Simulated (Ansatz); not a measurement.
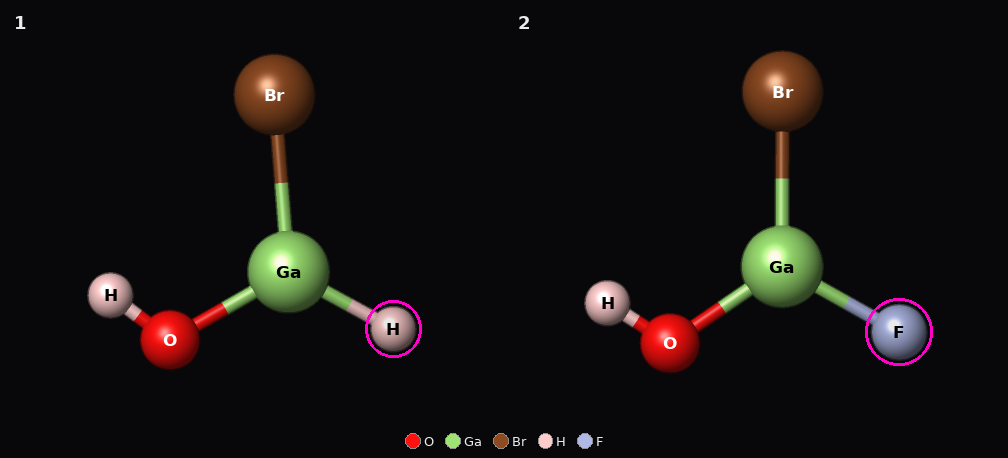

2 molecules with one skeleton, seen from the same side and at one scale; the atom that differs is circled. Charge 0, singlet. Computed geometries: PBE0-D4/def2-TZVP optimisations, one conformation each. Properties computed with Ansatz 0.2.0.

One atom differs, called X below: H in panel 1, F in panel 2. Their formulas are BrGaH2O (`[OH][GaH][Br]`), BrFGaHO (`[OH][Ga]([F])[Br]`).

In which is the HOMO energy (Kohn–Sham orbital) higher (r2SCAN-D4/def2-TZVPP)?

Answer. In panel 1 (X = H).

In which is the length of X–Ga larger (PBE0-D4/def2-TZVP)?

Answer. In panel 2 (X = F).

Give the values. With PBE0-D4/def2-TZVP: length of X–Ga (Å), angle O–Ga–X (°), harmonic zero-point energy (kJ/mol), harmonic X–Ga stretching wavenumber (cm⁻¹). With r2SCAN-D4/def2-TZVPP: dipole moment (D), HOMO energy (Kohn–Sham orbital) (eV), HOMO–LUMO gap (eV).

```csv
quantity,1 (H),2 (F),2 − 1
length of X–Ga (Å),1.543,1.734,+0.191
angle O–Ga–X (°),121.8,116.6,−5.2
dipole moment (D),0.40,2.28,+1.88
HOMO energy (Kohn–Sham orbital) (eV),−7.49,−8.07,−0.58
HOMO–LUMO gap (eV),5.75,5.69,−0.06
harmonic zero-point energy (kJ/mol),56.5,44.0,−12.5
harmonic X–Ga stretching wavenumber (cm⁻¹),2072,695,−1377
```
